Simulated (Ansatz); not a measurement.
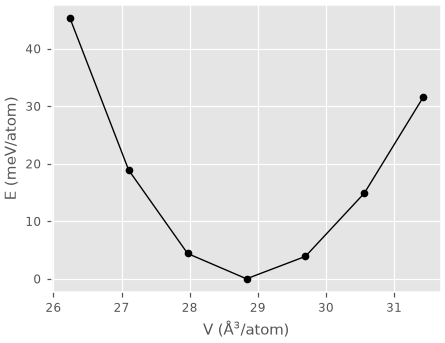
HgSe (zinc blende, F-43m) under volume change, PBEsol (plane waves, PAW; program Ansatz), scaled uniformly.

### Question
What does a third-order Birch–Murnaghan fit give for V₀, B₀ and B′?

### Answer
V₀ = 28.83 Å³/atom, B₀ = 51.5 GPa, B′ = 5.0.

Symmetry was held in the PBEsol relaxation. Spin–orbit coupling is left out wherever it is not named.

Potentials: the later of the program's two PAW sets.
